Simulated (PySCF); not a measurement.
# C₄H₆BCl: electronic excitations

Aim: predict the electronic excitations of C₄H₆BCl (`B[C@H]1C=C(Cl)C1`).

The runs use PySCF 2.14.0, with density-fitted response routines of our own; the level of theory stands in each step. All values are computed, except where a source is named. Atoms are numbered from 0 throughout.

## Step 1: Starting geometry

12 atoms, charge 0, multiplicity 1; geometry from: GFN2-xTB.

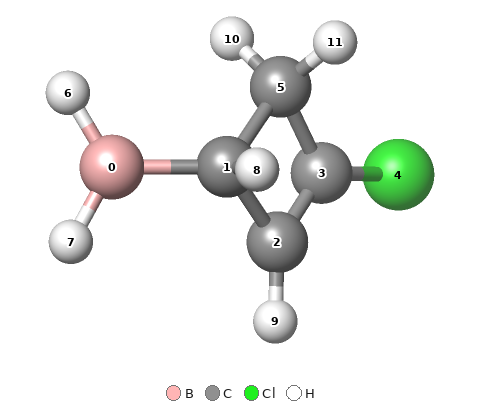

The starting geometry (boron pink, carbon grey, chlorine green, hydrogen white), atoms numbered.

## Step 2: TDDFT and polarisability: B3LYP/def2-SVPD

Job settings and geometry (Å):

```
{"job": {"kind": "uv", "xc": "B3LYP", "basis": "def2-SVPD", "nstates": 8, "ntriplets": 3}, "charge": 0, "multiplicity": 1}
B     -1.828775    -0.403921     0.023505
C     -0.387343    -0.023045     0.503459
C      0.772159    -0.970337     0.262919
C      1.473739    -0.049804    -0.390381
Cl     2.998537    -0.035184    -1.165658
C      0.459840     1.046873    -0.251106
H     -2.509036     0.394646    -0.490245
H     -2.236424    -1.478670     0.230309
H     -0.476016     0.221360     1.570049
H      0.926779    -1.999919     0.520456
H      0.028943     1.398613    -1.185542
H      0.778794     1.898702     0.346208
```

Level: TDDFT B3LYP/def2-SVPD, vertical, gas phase, core orbitals frozen in the response.

Command:

```sh
> OMP_NUM_THREADS=1 python probes_run.py task.json out
```

This one command runs all jobs of the session in turn.

The log of the run:

```text
coarse grid: 10776 points
cycle   1  E = -640.6405770670  dE =  7.081e-01  |g| = 3.429e-01  |ddm| = 5.642e+00
cycle   2  E = -640.6215686464  dE =  1.901e-02  |g| = 4.459e-01  |ddm| = 1.286e+00
cycle   3  E = -640.6706647725  dE = -4.910e-02  |g| = 9.730e-02  |ddm| = 7.452e-01
cycle   4  E = -640.6729361517  dE = -2.271e-03  |g| = 3.819e-02  |ddm| = 2.518e-01
cycle   5  E = -640.6732868403  dE = -3.507e-04  |g| = 1.087e-02  |ddm| = 8.742e-02
cycle   6  E = -640.6733163875  dE = -2.955e-05  |g| = 2.574e-03  |ddm| = 2.195e-02
cycle   7  E = -640.6733179363  dE = -1.549e-06  |g| = 7.891e-04  |ddm| = 5.272e-03
final grid: 100024 points
cycle   8  E = -640.7579880516  dE = -3.318e-05  |g| = 5.102e-03  |ddm| = 1.131e-01
cycle   9  E = -640.7579810465  dE =  7.005e-06  |g| = 7.234e-03  |ddm| = 1.854e-02
cycle  10  E = -640.7579948492  dE = -1.380e-05  |g| = 4.300e-04  |ddm| = 1.104e-02
cycle  11  E = -640.7579948945  dE = -4.523e-08  |g| = 2.102e-04  |ddm| = 1.358e-03
cycle  12  E = -640.7579949052  dE = -1.074e-08  |g| = 6.263e-05  |ddm| = 4.737e-04
cycle  13  E = -640.7579949060  dE = -7.639e-10  |g| = 3.228e-05  |ddm| = 1.542e-04
cycle  14  E = -640.7579949062  dE = -2.588e-10  |g| = 4.772e-06  |ddm| = 6.161e-05
converged SCF energy = -640.7579949062

Static polarisability (au): isotropic 74.259, principal 55.969 69.109 97.700

Singlet excitations
state   eV       nm        f      main configurations
  1   3.9645    312.7   0.00093   H->L 0.99
  2   5.5317    224.1   0.00048   H-1->L 0.48, H-2->L 0.45
  3   5.9061    209.9   0.00682   H-2->L 0.42, H-3->L 0.33, H-1->L 0.22
  4   6.0710    204.2   0.00048   H-3->L 0.59, H-1->L 0.28, H-2->L 0.10
  5   6.3493    195.3   0.17627   H->L+1 0.75, H->L+2 0.18
  6   6.4933    190.9   0.04816   H->L+2 0.70, H->L+1 0.17
  7   6.6136    187.5   0.00147   H->L+3 0.88
  8   7.0428    176.0   0.00233   H-4->L 0.35, H-6->L 0.28, H->L+4 0.25

Triplet excitations (Tamm-Dancoff, eV): 3.7468 4.2296 5.0722
```

Run time: 43 s. Hardware: 1 thread of Arm Neoverse N1, shared host; peak memory 0.71 GiB.

Frontier orbitals and where they lie:

| orbital | eV | atoms |
| --- | --- | --- |
| HOMO−3 | -9.25 | C1 26 %, B0 21 %, Cl4 13 % |
| HOMO−2 | -9.00 | B0 18 %, C1 16 %, C5 16 % |
| HOMO−1 | -8.49 | Cl4 65 %, C3 11 %, C5 11 % |
| HOMO | -6.84 | C2 28 %, C3 26 %, Cl4 23 % |
| LUMO | -1.93 | B0 53 %, C1 13 %, H6 11 % |
| LUMO+1 | -0.18 | C2 31 %, C3 30 %, Cl4 11 % |
| LUMO+2 | 0.46 | B0 40 %, H8 8 %, C5 8 % |

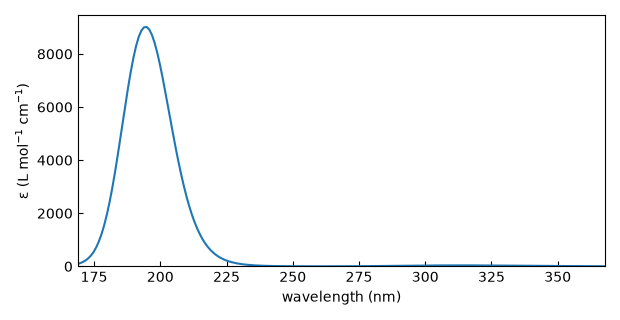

Absorption spectrum: each of the 8 states is a Gaussian band of 0.4 eV half-width at 1/e. Beyond the last state computed it falls off for lack of states.

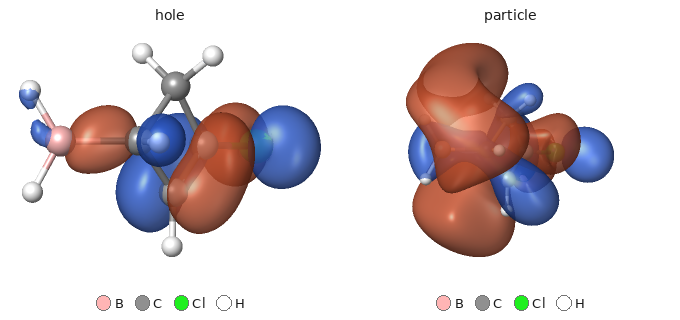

Leading natural transition orbitals of singlet state 5: the electron leaves the hole (left) for the particle orbital (right).

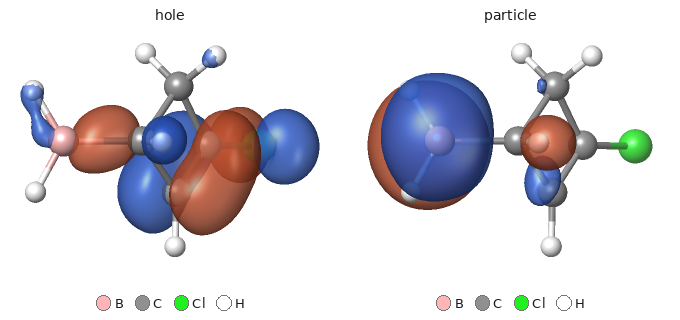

Leading natural transition orbitals of singlet state 1: the electron leaves the hole (left) for the particle orbital (right).

Further results of this job:

| property | computed |
| --- | --- |
| dipole moment (D) | 1.52 |
| polarisability (Å³) | 11.00 |
| HOMO–LUMO gap (eV) | 4.91 |
| −ε(HOMO) (eV) | 6.84 |

Orbitals, density, ELF and potential are computed afterwards from the orbital file.

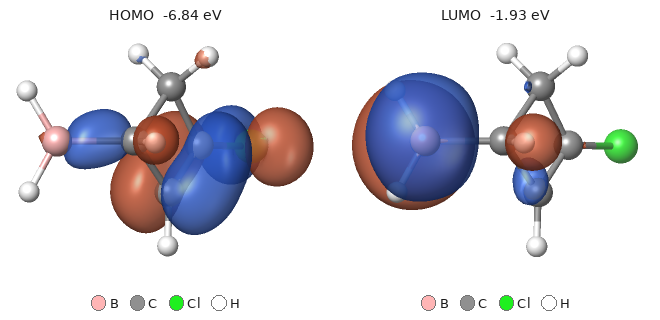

B3LYP/def2-SVPD orbitals near the gap, drawn at the value that encloses 70 % of each; the two colours are the two signs.

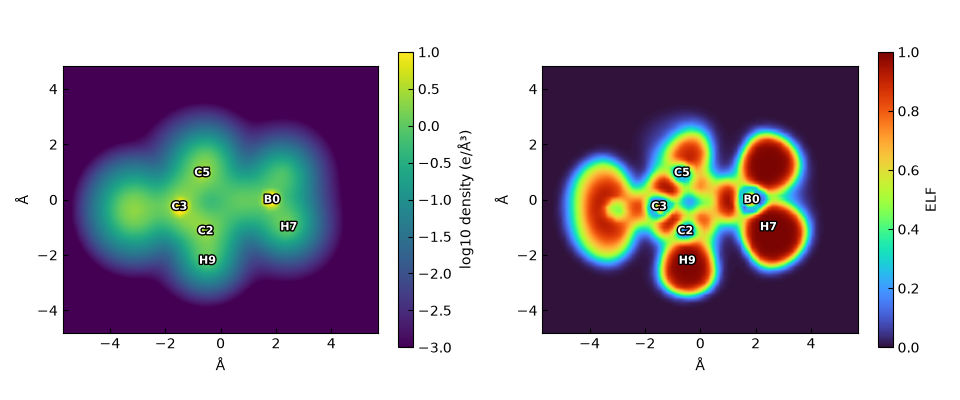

Density (left) and ELF (right) in a plane through or near 6 of the atoms.

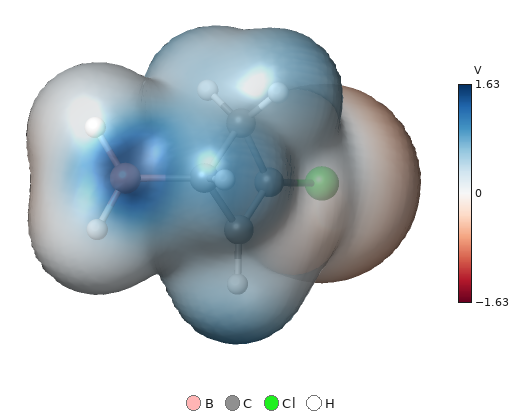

Electrostatic potential on the surface of density 0.002 e/bohr³; red is low, blue high. It runs from -0.54 V near Cl4 to 1.63 V near B0.

## Step 3: Summary of results

```
                                quantity                        value
        lowest singlet (B3LYP/def2-SVPD)  3.96 eV (313 nm), f = 0.001
brightest single state of those computed  state 5, 6.35 eV, f = 0.176
                          lowest triplet                      3.75 eV
   surface potential, least and greatest           -0.54 V and 1.63 V
```

What this shows: The lowest singlet, at 3.96 eV, is HOMO→LUMO 0.99 and is dark; of the 8 states computed, the strongest absorption comes from state 5 at 6.35 eV. The lowest triplet lies 0.22 eV below the lowest singlet (triplets in Tamm-Dancoff, singlets in full TDDFT). By nearest atom (B3LYP/def2-SVPD), the HOMO sits on C2, C3 about 28 % each; Cl4 23 % and the LUMO on B0 50 %; H6, H7 about 15 % each.
